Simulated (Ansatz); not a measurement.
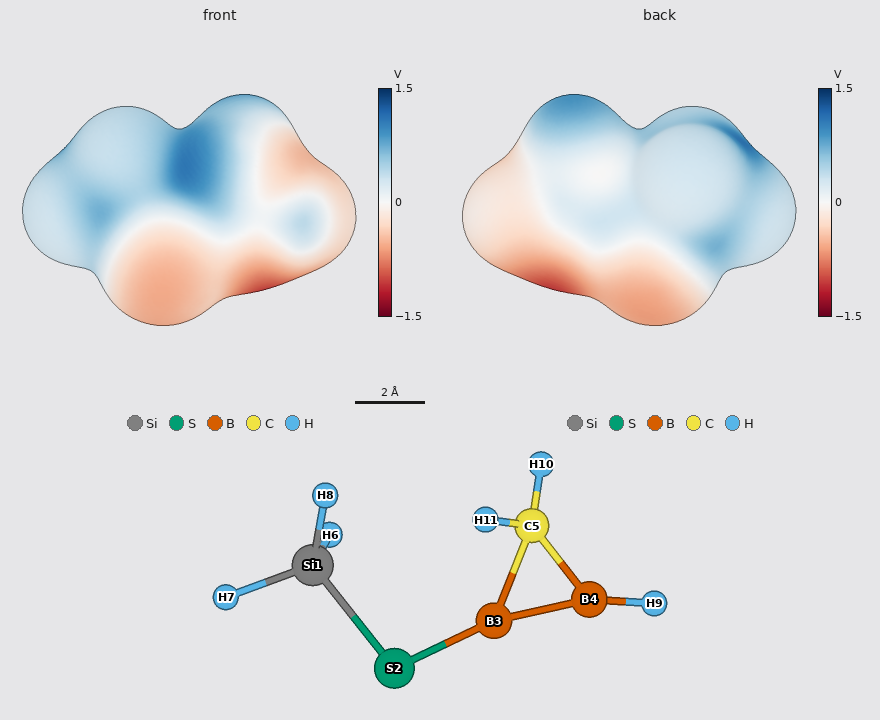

*CH₆B₂SSi. The electrostatic potential painted on the density surface at 0.001 e/bohr³, seen from the front and from behind; the colour scale runs from red (negative) to blue (positive). The bare structure is drawn below in the same view.*

Theory: UKS PBE0/6-31G* in Ansatz.

```xyz
11

Si   -1.0439    0.3268   -1.7917
S     1.0392    0.7333   -1.3914
B     1.1220    0.3613    0.3441
B     1.5542    0.1102    1.8239
C     0.3375   -0.6588    1.3629
H    -1.9161    1.1711   -0.9358
H    -1.2692    0.6380   -3.2265
H    -1.3381   -1.1095   -1.5366
H     1.8294    0.5348    2.8974
H    -0.5388   -0.8403    1.9884
H     0.2893   -1.3239    0.4858
```

**Describe the electrostatic potential map.**

The most negative region (about −1.0 V, or −23 kcal/mol for a unit charge) lies over H9, the most positive (about +1.1 V, or +25 kcal/mol for a unit charge) over Si1 and H11.
